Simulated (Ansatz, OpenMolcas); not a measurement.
# Exact exchange and the HOMO–LUMO gap of CH4BFOSi

CH4BFOSi: 9 atoms, total charge 0, spin state singlet. As SMILES, `O=CB[SiH2]F`. The coordinates come from a PBE0-D4/def2-TZVP relaxation. This is one conformer, not always the lowest.

The HOMO–LUMO gap y, in eV, basis def2-SVP; a is the functional's share of exact exchange. Programs: Ansatz 0.2.0, OpenMolcas 26.06.

```
functional     program     a  y (eV)
    r2SCAN  OpenMolcas     0    4.28
      TPSS  OpenMolcas     0    4.09
     B3LYP  OpenMolcas   0.2    5.87
      PBE0      Ansatz  0.25       ?
     BHLYP  OpenMolcas   0.5    8.98
```

Fit y = c + s·a to the known rows and predict PBE0.


1. Means of the 4 rows: a = 0.1750, y = 5.805.
2. Σ(Δa)² = 0.1675, Σ(Δa·Δy) = 1.6005, so the slope is 1.6005/0.1675 = 9.5552.
3. Intercept: 5.805 − (9.5552) × 0.1750 = 4.133. The largest residual of the fit is 0.17.
4. PBE0: 4.133 + (9.5552) × 0.25 = 6.52 eV.

The run gave 6.34 eV, so the prediction is off by +0.18 eV, about the scatter of the fit. Exact exchange lowers occupied levels and raises empty ones. The rows mix families of semi-local functionals, which the line can't see.

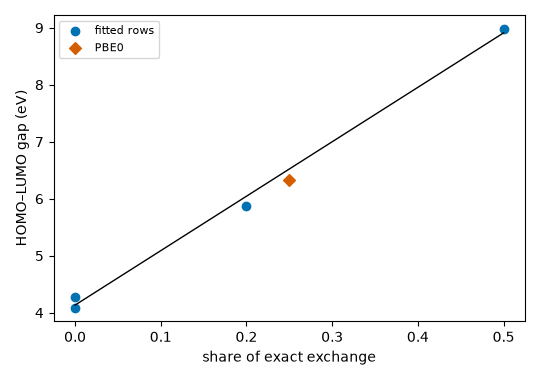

The fitted line, with the withheld row.
